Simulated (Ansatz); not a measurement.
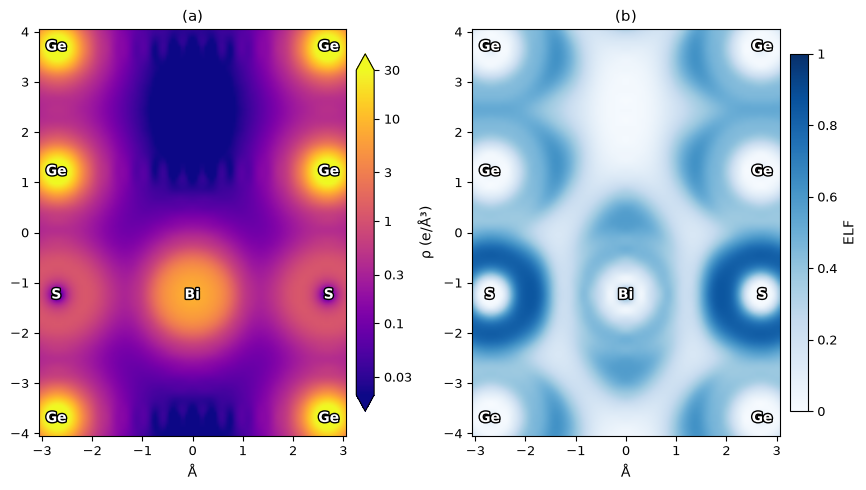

The picture shows: Ge2Bi2S. (a) valence charge density (pseudo); (b) electron localisation function on the (100) plane of the conventional cell.

Space group P4/mmm; a structure generated by program, which may or may not match a known phase.

All numbers below come from DFT PBE, scalar-relativistic, plane waves, PAW (Ansatz 0.2.0).

In a PAW calculation such maps are meaningful between the atoms, not at the nuclei.

Input file:

```
crystal:
  lattice:
    - [5.426353703, 0.0, 0.0]
    - [0.0, 5.426353703, 0.0]
    - [0.0, 0.0, 7.398877514]
  atoms:
    - { symbol: Ge, position: [0.5, 0.5, 0.1678540314] }
    - { symbol: Ge, position: [0.5, 0.5, 0.8321459686] }
    - { symbol: Bi, position: [0.5, 0.0, 0.5] }
    - { symbol: Bi, position: [0.0, 0.5, 0.5] }
    - { symbol: S, position: [0.5, 0.5, 0.5] }
basis:
  ecutwfc: 420
kpoints:
  mp_grid: { grid: [8, 8, 6] }
  band_path:
    path:
      - [[0.0, 0.0, 0.0], [0.0, 0.5, 0.0], [0.5, 0.5, 0.0], [0.0, 0.0, 0.0], [0.0, 0.0, 0.5], [0.0, 0.5, 0.5], [0.5, 0.5, 0.5], [0.0, 0.0, 0.5]]
      - [[0.0, 0.5, 0.0], [0.0, 0.5, 0.5]]
      - [[0.5, 0.5, 0.0], [0.5, 0.5, 0.5]]
    npoints: 14
hamiltonian:
  xc: pbe
scf:
  occupations: { method: gaussian, width: 0.1 }
  n_extra_bands: 12
output:
  forces: true
  stress: true
  eigenvalues: true
  populations: true
  dos: { projected: true, de: 0.02, nscf_kmesh: { grid: [10, 10, 8] } }
  bader: true
  write_density: true
  write_potential: true
  elf: true
  volumetric_format: npy
```

Command:

```sh
ansatz run input.yaml --threads 1 --pin off --max-ram 2560MiB --backend cpu --events-out ev --progress --plain --runs-dir out
```

Below, planes, directions and counts refer to the conventional cell (a = 5.43 Å, b = 5.43 Å, c = 7.40 Å, α = 90.00°, β = 90.00°, γ = 90.00°).

> What do the fields say about this system?

The plane passes through Ge, Bi and S nuclei. Ge–S (2.46 Å): ρ is about 0.43 e/Å³ halfway; the ELF peaks at about 0.85 in the valence shell of S, 0.8 Å from its nucleus, and is about 0.55 at the midpoint. Ge–Ge (2.48 Å): the density is about 0.44 e/Å³ at the midpoint; the ELF reaches about 0.50 near the midpoint. Bi–S (2.71 Å): ρ is about 0.33 e/Å³ halfway; the ELF peaks at about 0.85 in the valence shell of S, 0.8 Å from its nucleus, and drops to about 0.25 between the two atoms. Between the atoms the lowest density in this plane is 0.004 e/Å³. The features right at Bi lie inside the PAW spheres, where the map follows smoothed inner orbitals and isn't to be read closely.
